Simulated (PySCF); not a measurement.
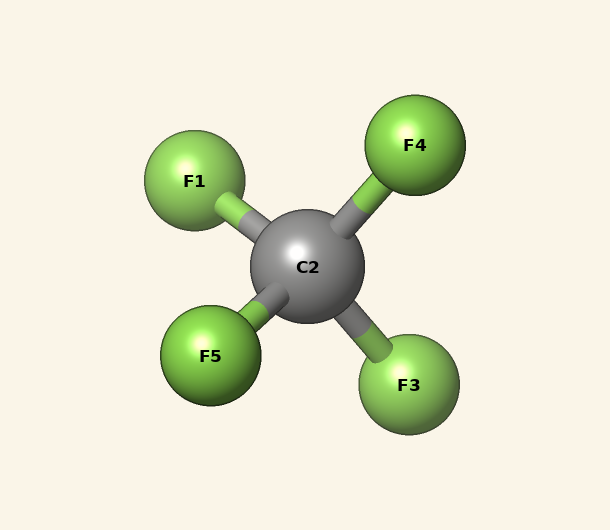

The computed structure is the end point of a PBE0-D3(BJ)/def2-SVP optimisation. No frequency run is at hand to confirm it as a minimum. Properties computed with B3LYP/cc-pVTZ indirect spin-spin coupling, non-relativistic, gas phase (PySCF 2.14.0). Isotopes: 13C, 19F.

Give the spin–spin coupling constants of these pairs, with the number of bonds between them: F1/C2, C2/F3, C2/F5, F1/F3, F1/F5, F1/F4, F3/F5, F3/F4, F4/F5.

```csv
pair,bonds apart,J (Hz)
"F1, C2",1,−314.9
"C2, F3",1,−314.6
"C2, F5",1,−314.8
"F1, F3",2,−39.7
"F1, F5",2,−40.0
"F1, F4",2,−39.4
"F3, F5",2,−39.6
"F3, F4",2,−39.1
"F4, F5",2,−39.3
```

Density functionals are unreliable for couplings to fluorine, so those rows may be far off.
